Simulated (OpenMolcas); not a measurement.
# BGeNH6 (SMILES B[NH][GeH3]) at 6 levels

Aim: a comparison of 6 runs (HF/3-21G, BLYP/6-31G*, PBE/6-31G*, PBE0/6-31G*, r2SCAN/6-31G*, B3LYP/6-31G*) of BGeNH6. 

The calculation is run with OpenMolcas 26.06.

1 further run of the same task is left out (set aside as unsound or not needed).

**1. The molecule**

BGeNH6: 9 atoms, total charge 0, spin state singlet. As SMILES, `B[NH][GeH3]`. The shape is that of a PBE0-D4/def2-TZVP optimisation.

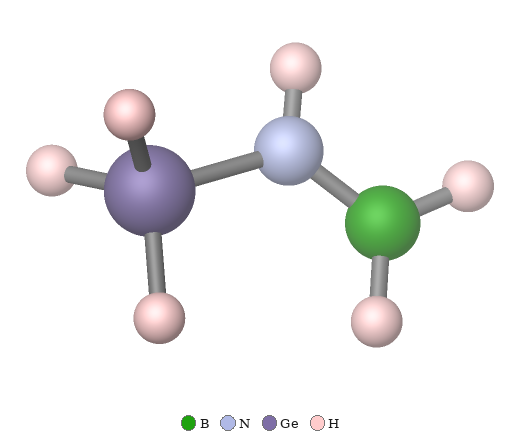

Viewed from a chosen angle; boron green, nitrogen light blue, germanium purple, hydrogen pink.

**2. Energy and gradient at HF/3-21G (run 1)**

File job.inp:

```
&gateway
 baslib = $CurrDir
 coord
 9
 angstrom
 B       -0.874000       0.629500      -1.162900
 N       -0.023300       0.687100      -0.062700
 Ge       0.665200      -0.761400       0.866600
 H       -1.217900      -0.440700      -1.581000
 H       -1.249100       1.647000      -1.674800
 H        0.253900       1.598400       0.272500
 H        2.201600      -0.714800       0.804900
 H        0.114900      -2.015200       0.184600
 H        0.217300      -0.676000       2.335700
 basis = 3-21G
 group = NoSym

&seward

&scf
 thresholds = 1e-10 1e-07 1e-07 1e-05
 prorbitals = 1 1

&alaska
```

The basis set 3-21G is read from a file made from the Basis Set Exchange's data (not shown).

The run is started by

```console
$ export MOLCAS_MEM=1860
$ pymolcas job.inp > job.log
```

Output:

```text
--- Start Module: gateway ---
[...]
--- Stop Module: gateway /rc=_RC_ALL_IS_WELL_ ---
[...]
      Basis functions           52
[...]
--- Start Module: scf ---
[...]
       Convergence after  12 Iterations
[...]
::    Total SCF energy                              -2147.5482922684
[...]
      Total spin, S                                     0.0000000000
[...]
      Total electronic charge=   50.000000
      Total            charge=   -0.000000
[...]
      Dipole Moment (debye):
      Origin of the operator (angstrom)=    0.3767   -0.3842    0.4832
                   X=  1.1252E+00               Y=  1.4317E-01               Z=  1.4545E+00           Total=  1.8445E+00
      Quadrupole Moment (debye*angstrom):
[...]
--- Stop Module: scf /rc=_RC_ALL_IS_WELL_ ---
[...]
--- Start Module: alaska ---
[...]
 *              Molecular gradients               *
 **************************************************
  Irreducible representation: a
 ------------------------------------------------------------------------------------------
                              X                       Y                       Z
 ------------------------------------------------------------------------------------------
  B1                9.99884400209616E-03   -5.30323016646683E-04    1.29838641788478E-02
  N2               -1.61576525255773E-02    7.24018459269438E-03   -2.11081005764280E-02
  GE3               6.06277739287009E-03   -1.24803352141338E-02    8.25175578055948E-03
  H4                6.75061137187516E-05   -3.96054865876705E-03    1.71486936295651E-04
  H5                1.47651014553274E-04    3.57204302350800E-03    1.00962679564942E-04
  H6                2.00093263071688E-03    2.47037282208318E-03    2.51025410384575E-03
  H7               -4.90832956851150E-04    1.44527576634447E-03   -9.94076836285163E-04
  H8               -8.44430215059422E-04    7.84036119511278E-04   -1.13507376255306E-03
[...]
--- Stop Module: alaska /rc=_RC_ALL_IS_WELL_ ---
[...]
```

Run time: 5.1 s. Hardware: 1 thread of AMD EPYC 7R43 (Zen 3), shared host; peak memory 0.38 GiB.

**3. Energy and forces at BLYP/6-31G(d) (spherical functions) (run 2)**

File mol.inp:

```
* BGeH6N Kohn-Sham DFT
&gateway
baslib=$CurrDir
coord
9
angstrom
B       -0.874000       0.629500      -1.162900
N       -0.023300       0.687100      -0.062700
Ge       0.665200      -0.761400       0.866600
H       -1.217900      -0.440700      -1.581000
H       -1.249100       1.647000      -1.674800
H        0.253900       1.598400       0.272500
H        2.201600      -0.714800       0.804900
H        0.114900      -2.015200       0.184600
H        0.217300      -0.676000       2.335700
basis=6-31Gs
group=NoSym
&seward
gridinput
Grid=UltraFine
End of Grid
&scf
ksdft=BLYP
thresholds=1e-10 1e-07 1e-07 1e-05
prorbitals=1 1
&alaska
```

The basis set 6-31G* is read from a file made from the Basis Set Exchange's data (not shown).

The run is started by

```console
$ export MOLCAS_MEM=1860
$ pymolcas mol.inp > mol.log
```

Output:

```text
--- Start Module: gateway ---
[...]
--- Stop Module: gateway /rc=_RC_ALL_IS_WELL_ ---
[...]
      Basis functions           72
[...]
--- Start Module: scf ---
[...]
       Convergence after  16 Iterations
[...]
::    Total KS-DFT energy                           -2159.9482261621
[...]
      Total spin, S                                     0.0000000000
[...]
      Total electronic charge=   50.000000
      Total            charge=   -0.000000
[...]
      Dipole Moment (debye):
      Origin of the operator (angstrom)=    0.3767   -0.3842    0.4832
                   X=  1.1559E+00               Y=  1.9014E-01               Z=  1.4926E+00           Total=  1.8974E+00
      Quadrupole Moment (debye*angstrom):
[...]
--- Stop Module: scf /rc=_RC_ALL_IS_WELL_ ---
[...]
--- Start Module: alaska ---
[...]
 *              Molecular gradients               *
 **************************************************
  Irreducible representation: a
 ------------------------------------------------------------------------------------------
                              X                       Y                       Z
 ------------------------------------------------------------------------------------------
  B1                7.08261670632826E-03    8.39394848408226E-04    9.16628426640820E-03
  N2                1.60563191388219E-03   -1.40335152068793E-03    2.12036268446614E-03
  GE3              -3.52264952357295E-03    6.08530011948183E-03   -4.64767235401276E-03
  H4                8.81357865978094E-04    1.97085480184223E-03    1.07597357034273E-03
  H5                8.21070364748877E-04   -2.65671136963253E-03    1.13433004317653E-03
  H6               -3.74562132146661E-03   -1.03907314861234E-02   -4.59571267163761E-03
  H7               -6.97993113546325E-03    2.39619619245304E-04   -4.82906317809395E-05
  H8                2.11276332490007E-03    5.24113625232481E-03    2.59076204318553E-03
[...]
--- Stop Module: alaska /rc=_RC_ALL_IS_WELL_ ---
[...]
```

It took 44 s on 1 thread of AMD EPYC 7R43 (Zen 3), shared host; peak memory 0.42 GiB.

Run 3 isn't shown in full; the table further down has it.

**4. Energy and forces at PBE0/6-31G(d) (spherical functions) (run 4)**

File mol.inp:

```
>>> EXPORT MOLCAS_PRINT=2
&GATEWAY
BASLIB=$CurrDir
BASISSET
B.6-31Gs....
B1 -0.874000 0.629500 -1.162900 angstrom
End of Basis
BASISSET
N.6-31Gs....
N2 -0.023300 0.687100 -0.062700 angstrom
End of Basis
BASISSET
Ge.6-31Gs....
Ge3 0.665200 -0.761400 0.866600 angstrom
End of Basis
BASISSET
H.6-31Gs....
H4 -1.217900 -0.440700 -1.581000 angstrom
H5 -1.249100 1.647000 -1.674800 angstrom
H6 0.253900 1.598400 0.272500 angstrom
H7 2.201600 -0.714800 0.804900 angstrom
H8 0.114900 -2.015200 0.184600 angstrom
H9 0.217300 -0.676000 2.335700 angstrom
End of Basis
&SEWARD
GRIDINPUT
Grid=UltraFine
End of Grid
&SCF
KSDFT=PBE0
THRESHOLDS=1e-10 1e-07 1e-07 1e-05
PRORBITALS=1 2
&ALASKA
```

The basis set 6-31G* is read from a file made from the Basis Set Exchange's data (not shown).

The run is started by

```console
$ export MOLCAS_MEM=1860
$ pymolcas mol.inp > mol.log
```

Output:

```text
--- Start Module: gateway ---
[...]
--- Stop Module: gateway /rc=_RC_ALL_IS_WELL_ ---
[...]
      Basis functions           72
[...]
--- Start Module: scf ---
[...]
       Convergence after  13 Iterations
[...]
::    Total KS-DFT energy                           -2159.5740544076
[...]
      Total spin, S                                     0.0000000000
[...]
      Total electronic charge=   50.000000
      Total            charge=   -0.000000
[...]
      Dipole Moment (debye):
      Origin of the operator (angstrom)=    0.3767   -0.3842    0.4832
                   X=  1.1342E+00               Y=  1.5884E-01               Z=  1.4654E+00           Total=  1.8599E+00
      Quadrupole Moment (debye*angstrom):
[...]
--- Stop Module: scf /rc=_RC_ALL_IS_WELL_ ---
[...]
--- Start Module: alaska ---
[...]
 *              Molecular gradients               *
 **************************************************
  Irreducible representation: a
 ------------------------------------------------------------------------------------------
                              X                       Y                       Z
 ------------------------------------------------------------------------------------------
  B1                2.25437647735838E-03    9.79307040761768E-04    2.91056839752990E-03
  N2               -6.38941781180069E-04    3.27920519817226E-04   -8.30838421117086E-04
  GE3              -1.10716688448420E-04   -2.93677775086820E-04   -6.02487549201669E-05
  H4                3.25617251593968E-04    8.87982036837265E-04    3.83484066574624E-04
  H5                2.62063575752869E-04   -1.22079637928429E-03    3.73463972669574E-04
  H6               -1.13727312121759E-03   -2.61690317105323E-03   -1.42091328897509E-03
  H7               -1.99749999005938E-03    2.38163677987055E-04   -8.54810256109839E-05
  H8                5.96106266558039E-04    1.50194439773710E-03    7.17729626591890E-04
[...]
--- Stop Module: alaska /rc=_RC_ALL_IS_WELL_ ---
[...]
```

Wall time 37 s (1 thread of AMD EPYC 7R43 (Zen 3), shared host); peak memory 0.42 GiB.

Run 5 isn't shown in full; the table further down has it.

**5. Energy and gradient at B3LYP/6-31G(d) (Cartesian functions) (run 6)**

File coord.xyz:

```xyz
9

B     -0.874000     0.629500    -1.162900
N     -0.023300     0.687100    -0.062700
Ge     0.665200    -0.761400     0.866600
H     -1.217900    -0.440700    -1.581000
H     -1.249100     1.647000    -1.674800
H      0.253900     1.598400     0.272500
H      2.201600    -0.714800     0.804900
H      0.114900    -2.015200     0.184600
H      0.217300    -0.676000     2.335700
```

File test.input:

```
* BGeH6N Kohn-Sham DFT

&GATEWAY
  BasLib=$CurrDir
  Coord=coord.xyz
  Basis=6-31Gs
  Group=NoSym

&SEWARD
  GridInput
  Grid=UltraFine
  End of Grid

&SCF
  KSDFT=B3LYP
  Thresholds=1e-10 1e-07 1e-07 1e-05
  PrOrbitals=1 2

&ALASKA
```

The basis set 6-31G* is read from a file made from the Basis Set Exchange's data (not shown).

The run is started by

```console
$ export MOLCAS_MEM=1860
$ pymolcas test.input > test.log
```

Output:

```text
--- Start Module: gateway ---
[...]
--- Stop Module: gateway /rc=_RC_ALL_IS_WELL_ ---
[...]
      Basis functions           77
[...]
--- Start Module: scf ---
[...]
       Convergence after  14 Iterations
[...]
::    Total KS-DFT energy                           -2160.0058570574
[...]
      Total spin, S                                     0.0000000000
[...]
      Total electronic charge=   50.000000
      Total            charge=   -0.000000
[...]
      Dipole Moment (debye):
      Origin of the operator (angstrom)=    0.3767   -0.3842    0.4832
                   X=  1.1242E+00               Y=  1.6764E-01               Z=  1.4523E+00           Total=  1.8442E+00
      Quadrupole Moment (debye*angstrom):
[...]
--- Stop Module: scf /rc=_RC_ALL_IS_WELL_ ---
[...]
--- Start Module: alaska ---
[...]
 *              Molecular gradients               *
 **************************************************
  Irreducible representation: a
 ------------------------------------------------------------------------------------------
                              X                       Y                       Z
 ------------------------------------------------------------------------------------------
  B1                4.18239509717822E-03    4.98123305259224E-04    5.42041560444417E-03
  N2                5.74532894415558E-04   -1.19733788306320E-03    7.80139053493834E-04
  GE3              -1.69698857786216E-03    2.73835629032604E-03   -2.19407136022909E-03
  H4                9.17373732349791E-05   -5.59636474104508E-04    1.17493698200910E-04
  H5                5.33266869062743E-06   -4.04810909957476E-05    1.05308922917491E-05
  H6               -1.54904409765755E-03   -4.14363085189695E-03   -1.91422669603236E-03
  H7               -2.79826343727851E-03    3.56771325914426E-04   -1.68007868394993E-04
  H8                6.18117691047804E-04    2.05103421103292E-03    7.32287932930564E-04
[...]
--- Stop Module: alaska /rc=_RC_ALL_IS_WELL_ ---
[...]
```

It took 43 s on 1 thread of AMD EPYC 7R43 (Zen 3), shared host; peak memory 0.44 GiB.

**6. All runs side by side**

```tsv
run	level	integration grid	Cartesian functions	energy (Eh)	dipole moment (D)	HOMO energy (eV)	LUMO energy (eV)	wall time
1	HF/3-21G	–	no	-2147.548292	1.84	-11.28	4.12	5.1 s
2	BLYP/6-31G* (spherical functions)	UltraFine	no	-2159.948226	1.90	-6.61	-0.17	44 s
3	PBE/6-31G* (spherical functions)	UltraFine	no	-2159.500981	1.93	-6.81	-0.37	44 s
4	PBE0/6-31G* (spherical functions)	UltraFine	no	-2159.574054	1.86	-8.12	0.58	37 s
5	r2SCAN/6-31G* (spherical functions)	UltraFine	no	-2159.871632	1.88	-7.09	-0.03	48 s
6	B3LYP/6-31G* (Cartesian functions)	UltraFine	yes	-2160.005857	1.84	-7.83	0.33	43 s
```

**7. What came out**

```
                       quantity           value
            run 6: total energy  -2160.00586 Eh
           run 6: dipole moment          1.84 D
             run 6: HOMO energy        -7.83 eV
             run 6: LUMO energy         0.33 eV
           run 6: HOMO–LUMO gap         8.17 eV
run 6: largest force on an atom      0.353 eV/Å
```

The dipole moment (its size) runs from 1.84 D (B3LYP/6-31G*) to 1.93 D (PBE/6-31G*). The HOMO–LUMO gap runs from 6.44 eV (PBE/6-31G*) to 15.40 eV (HF/3-21G). The two ends differ in method and basis. Totals of different functionals can't be ranked against each other. All runs together took 3.7 min, the longest 48 s.
